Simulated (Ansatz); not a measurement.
# TiO2: response to strain

Start from TiO2 in the anatase structure (space group I4_1/amd, No. 141).

```yaml
crystal:
  lattice:
    - [-1.89941, 1.89941, 4.85035]
    - [1.89941, -1.89941, 4.85035]
    - [1.89941, 1.89941, -4.85035]
  atoms:
    - { symbol: Ti, position: [0.75000, 0.25000, 0.50000] }
    - { symbol: Ti, position: [0.00000, 0.00000, 0.00000] }
    - { symbol: O, position: [0.54355, 0.04355, 0.50000] }
    - { symbol: O, position: [0.79355, 0.79355, 0.00000] }
    - { symbol: O, position: [0.20645, 0.20645, 0.00000] }
    - { symbol: O, position: [0.95645, 0.45645, 0.50000] }
```

Cartesian axes are those of the cell as printed.

Strains are applied to the cell and any free atomic positions relax.

The values are results of PBE/PAW in Ansatz (a quantum-chemistry and plane-wave program), without spin-orbit coupling, not measurements.

Notes on the quantities. energy relative to the base: free energy F.

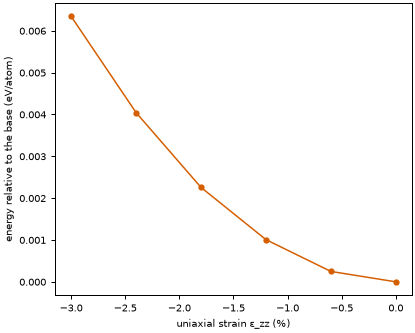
Fig. 1. Energy relative to the base against uniaxial strain ε_zz

Problem. From the plot, what is the energy relative to the base for uniaxial strain ε_zz = −2.40 %?

Solution. About 0.0040 eV/atom.

Problem. Is the trend monotonic over the range shown?

Solution. Yes, it falls throughout, spanning 0 meV/atom to +6.3 meV/atom.

No phonon test of stability was made. The final runs are not spin-polarised.
